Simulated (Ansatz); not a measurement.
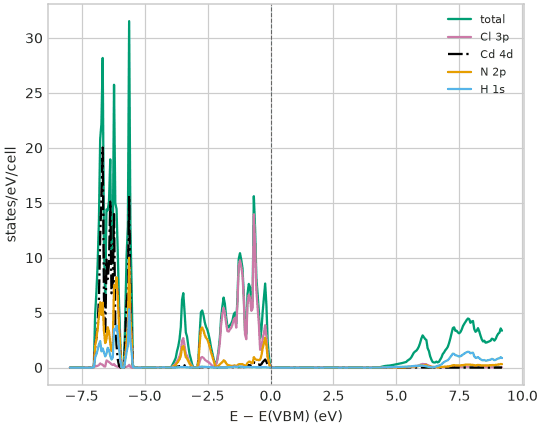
Figure: Total and projected density of states of CdH6N2Cl2 in space group C2/m (No. 12; Pearson symbol mS22), the program Ansatz at the r²SCAN+D4 level (PAW)

Q: Which orbitals carry the states next to the gap?

A: Top 1 eV of the valence band: Cl 3p 77 %, N 2p 15 %, Cd 4d 5 %. Bottom 1 eV of the conduction band: Cd 5s 44 %, H 1s 19 %, N 2s 16 %, Cl 3p 7 %, Cl 3s 6 %. Projections are on Löwdin-orthogonalised atomic valence shells; empty p or d shells of many metals are not among them.

Q: Where is the tallest occupied peak in this window, and what makes it?

A: Near -5.6 eV, about 32 states/eV per cell; the largest projected share is Cd 4d.

The first step of the workflow began from a Materials Project structure, measured or hypothetical; the Crystallography Open Database copy checked does not list it. Its standing as an ambient phase is unchecked. Symmetry was held in the r²SCAN+D4 relaxation; its stability against distortions is not shown here. Scalar-relativistic: spin–orbit coupling is off unless named, which matters more the heavier the elements.

Potentials: the later of the program's two PAW sets.
